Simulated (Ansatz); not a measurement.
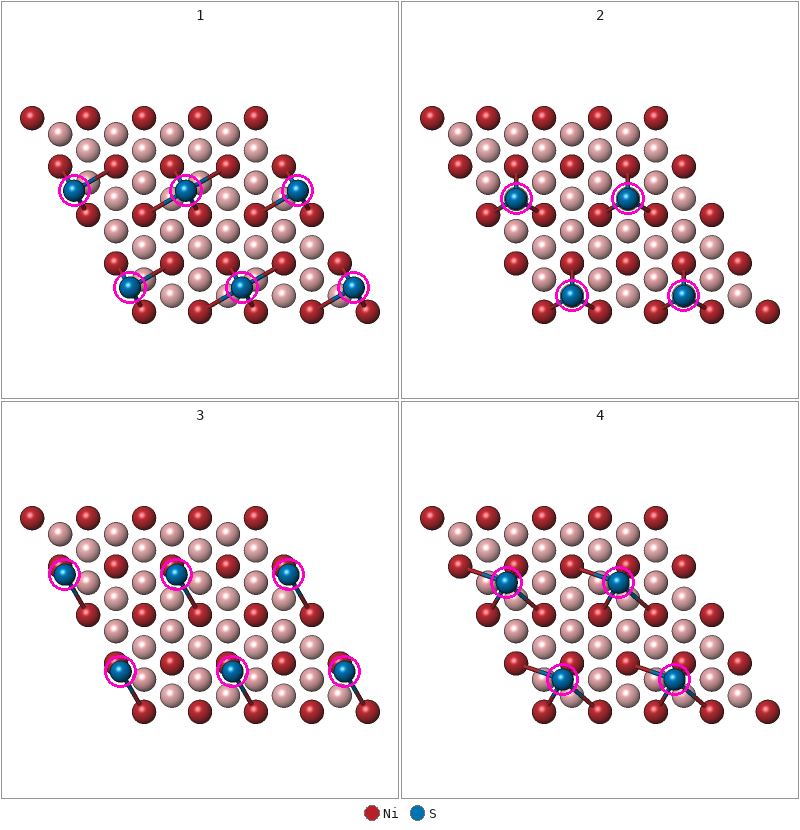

S on a Ni(111) slab cut from the Fm-3m phase, its upper half relaxed before the scan (12 atoms of substrate and one adsorbate in a 2 × 2 cell). S is moved over the surface cell; relaxed at each place: the height of the adsorbate's atoms; substrate rigid; the origin of the map has the adsorbate above Ni9. Places are given modulo a cell vector. The map is drawn in real space over the plane of the surface. The scan uses a 6 × 6 grid; 10 points were computed and 26 follow by symmetry. Places are given in fractions of the 1 × 1 surface cell. All energies are given in eV relative to the lowest grid point. The electronic state followed may not be the lowest one. The calculation used DFT PBE, scalar-relativistic, plane waves, PAW (Ansatz). Settings: cutoff 420 eV, k-mesh 6×6×1, gaussian smearing 0.1 eV, spin-polarised.

The numbered pictures are structures from this grid. Rings mark the moved atoms.

### Which is the most stable, and how do the others follow?

2, at a threefold hollow over a third-layer Ni atom, (4/6, 2/6) of the cell vectors: 0.00 eV; 1, at a bridge site between two Ni atoms, (0/6, 3/6) of the cell vectors: 0.36 eV; 4, at (4/6, 4/6) of the cell vectors [nearest 1 Ni at 1.98 Å]: 0.80 eV; 3, at (0/6, 5/6) of the cell vectors [nearest 1 Ni at 1.99 Å]: 1.33 eV.

The map, with the structures marked:

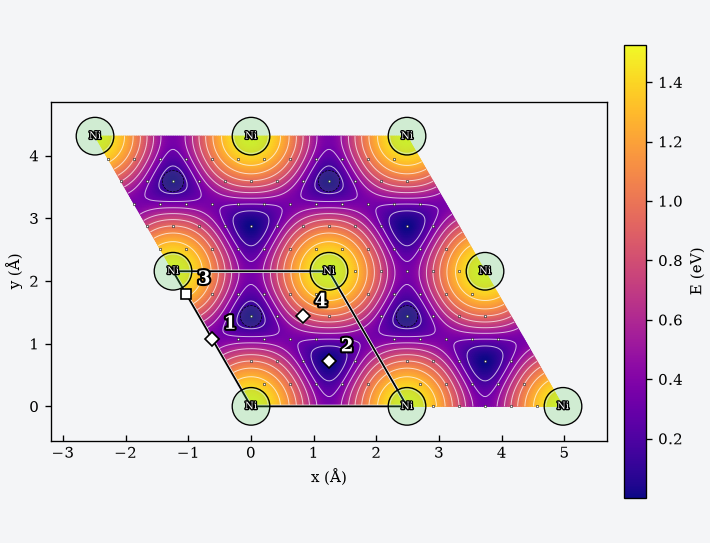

The picture shows a smooth colour map with a few white contour lines, dots at the grid points, labelled circles for the atoms of the top layer and small ones for the second layer, the outline of one cell of the 2 × 2 shown. Between grid points the surface is interpolated.

PAW datasets: the set soft_1.
